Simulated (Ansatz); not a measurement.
**GeH2Cl2O (SMILES [OH][GeH]([Cl])[Cl]) at SVWN5/cc-pVDZ**

Aim: the electronic atomisation energy of GeH2Cl2O at SVWN5/cc-pVDZ, from 5 runs. 

The calculation is run with Ansatz 0.2.0.

65 further runs of the same task are left out: 1 that didn't finish, 64 set aside as unsound or not needed.

**1. The molecule**

The species is GeH2Cl2O (6 atoms), meant as a singlet with charge 0. SMILES: `[OH][GeH]([Cl])[Cl]`. The shape is that of a PBE0-D4/def2-TZVP optimisation. This is one conformer, not always the lowest.

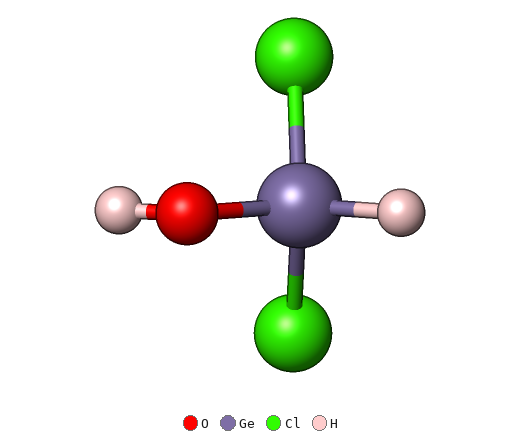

The structure, seen from a chosen angle (oxygen red, germanium purple, chlorine green, hydrogen pink).

**2. A single-point energy at SVWN5/cc-pVDZ**

Input file job.yaml:

```yaml
crystal:
  periodic: [false, false, false]
  atoms:
    - {symbol: O, position_ang: [-0.161000, 1.291000, -0.614200]}
    - {symbol: Ge, position_ang: [-0.065400, -0.148800, 0.378900]}
    - {symbol: Cl, position_ang: [1.948500, -0.862600, 0.421700]}
    - {symbol: Cl, position_ang: [-1.252400, -1.700600, -0.487400]}
    - {symbol: H, position_ang: [0.126400, 1.152000, -1.521000]}
    - {symbol: H, position_ang: [-0.554000, 0.204900, 1.775700]}
basis:
  gaussian:
    orbitals: cc-pVDZ
hamiltonian:
  xc: {name: SVWN5}
accuracy: high
output:
  orbitals: {seedname: orbitals}
```

The run is started by

```console
$ ansatz run job.yaml --threads 1 --pin off --max-ram 3480MiB --events-out events.jsonl --progress --plain --runs-dir runs
```

The log of the run:

```text
Warning: RAYON_NUM_THREADS=1 ignored (pool sized by the plan → 1); use --threads N
Functional definition: SVWN5
  name "SVWN5"
  exchange = slater_x
  correlation = vwn5_c
1946 factors; integrals over basis functions are off by at most 4.4e-9 eV
mean field evaluation 1: about -83458.9014 eV, gradient 5.5e1 eV
mean field evaluation 2: about -83406.9393 eV, gradient 1.6e2 eV
mean field evaluation 4: about -83463.9936 eV, gradient 1.1e1 eV
mean field evaluation 8: about -83464.3252 eV, gradient 7.6e-1 eV
mean field evaluation 16: about -83464.3267 eV, gradient 1.1e-4 eV
mean field -83464.32668127 eV, -3067.2574313842 hartree, gradient 2.1e-8 eV, S^2 0.000000; 0 other end points of the search recorded, 0 dependent functions left out
reference -83464.32668422 eV, -3067.2574314927 hartree; 38, 38 occupied and 49, 49 virtual orbitals, 1946 factors
Total energy: -83464.32668422 eV, -3067.2574314927 hartree
```

Wall time 2.5 s (1 thread of AMD EPYC 9R45 (Zen 5), shared host); peak memory 0.24 GiB.

**3. The Cl atom, same level**

Input file in.yaml:

```yaml
crystal:
  periodic: [false, false, false]
  atoms:
    - symbol: Cl
      position_ang: [0.000000, 0.000000, 0.000000]
basis:
  gaussian: {orbitals: cc-pVDZ}
magnetization: {spin_polarized: true, initial_magnetization: 1}
hamiltonian: {xc: {name: SVWN5}}
accuracy: high
```

The run is started by

```console
$ ansatz run in.yaml --threads 1 --pin off --max-ram 3480MiB --events-out events.jsonl --progress --plain --runs-dir runs
```

The log of the run:

```text
Warning: RAYON_NUM_THREADS=1 ignored (pool sized by the plan → 1); use --threads N
[... 4 set-up lines as earlier in the session ...]
141 factors; integrals over basis functions are off by at most 3.0e-9 eV
mean field evaluation 1: about -12480.1175 eV, gradient 3.4e0 eV
mean field evaluation 2: about -12480.0410 eV, gradient 4.8e0 eV
mean field evaluation 4: about -12480.1285 eV, gradient 3.0e0 eV
mean field evaluation 8: about -12480.1284 eV, gradient 3.0e0 eV
mean field evaluation 16: about -12480.1175 eV, gradient 3.4e0 eV
mean field evaluation 32: about -12480.0665 eV, gradient 4.2e0 eV
mean field -12480.18708922 eV, -458.6384161540 hartree, gradient 2.6e-8 eV, S^2 0.750806; 2 other end points of the search recorded, 0 dependent functions left out
reference -12480.18709068 eV, -458.6384162080 hartree; 9, 8 occupied and 9, 10 virtual orbitals, 141 factors
Total energy: -12480.18709068 eV, -458.6384162080 hartree
```

It took 0.26 s on 1 thread of AMD EPYC 9R45 (Zen 5), shared host.

**4. The Ge atom, same level**

Input file job.yaml:

```yaml
crystal:
  periodic: [false, false, false]
  atoms:
    - {symbol: Ge, position_ang: [0.000000, 0.000000, 0.000000]}
basis:
  gaussian: {orbitals: cc-pVDZ}
magnetization: {spin_polarized: true, initial_magnetization: 2}
hamiltonian: {xc: {name: SVWN5}}
accuracy: high
```

Run the same way, it converges to -2073.72750 Eh (log not shown).

**5. The H atom**

Input file job.yaml:

```yaml
crystal:
  periodic: [false, false, false]
  atoms:
    - {symbol: H, position_ang: [0.000000, 0.000000, 0.000000]}
basis:
  gaussian: {orbitals: cc-pVDZ}
magnetization: {spin_polarized: true, initial_magnetization: 1}
hamiltonian: {xc: {name: SVWN5}}
accuracy: high
```

Run the same way, it converges to -0.47747 Eh (log not shown).

**6. The O atom**

Input file input.yaml:

```yaml
crystal:
  periodic: [false, false, false]
  atoms:
    - symbol: O
      position_ang: [0.000000, 0.000000, 0.000000]
basis:
  gaussian:
    orbitals: cc-pVDZ
magnetization:
  spin_polarized: true
  initial_magnetization: 2
hamiltonian:
  xc: {name: SVWN5}
accuracy: high
```

The run is started by

```console
$ ansatz run input.yaml --threads 1 --pin off --max-ram 3480MiB --events-out events.jsonl --progress --plain --runs-dir runs
```

The log of the run:

```text
Warning: RAYON_NUM_THREADS=1 ignored (pool sized by the plan → 1); use --threads N
[... 4 set-up lines as earlier in the session ...]
96 factors; integrals over basis functions are off by at most 1.3e-9 eV
mean field evaluation 1: about -2026.9323 eV, gradient 6.9e0 eV
mean field evaluation 2: about -2026.9769 eV, gradient 5.8e0 eV
mean field evaluation 4: about -2027.1000 eV, gradient 3.8e-1 eV
mean field evaluation 8: about -2027.1003 eV, gradient 1.3e-4 eV
mean field evaluation 16: about -2027.1002 eV, gradient 6.4e-2 eV
mean field evaluation 32: about -2027.1003 eV, gradient 3.6e-8 eV
mean field -2027.10027285 eV, -74.4945610093 hartree, gradient 3.6e-8 eV, S^2 2.001710; 2 other end points of the search recorded, 0 dependent functions left out
reference -2027.10027345 eV, -74.4945610313 hartree; 5, 3 occupied and 9, 11 virtual orbitals, 96 factors
Total energy: -2027.10027345 eV, -74.4945610313 hartree
```

Wall time 0.14 s (1 thread of AMD EPYC 9R45 (Zen 5), shared host).

**7. Summary of results**

Level: SVWN5/cc-pVDZ.

```
                     quantity           value
       molecule: total energy  -3067.25743 Eh
        molecule: HOMO energy        -7.60 eV
        molecule: LUMO energy        -1.87 eV
      molecule: HOMO–LUMO gap         5.73 eV
        Cl atom: total energy   -458.63842 Eh
                Cl atom: ⟨S²⟩           0.751
        Ge atom: total energy  -2073.72750 Eh
                Ge atom: ⟨S²⟩           2.001
         H atom: total energy     -0.47747 Eh
                 H atom: ⟨S²⟩           0.750
         O atom: total energy    -74.49456 Eh
                 O atom: ⟨S²⟩           2.002
electronic atomisation energy       21.867 eV
```

In words: Taking the molecule apart into free atoms costs 21.87 eV (504 kcal/mol), before zero-point energy and without spin-orbit coupling.
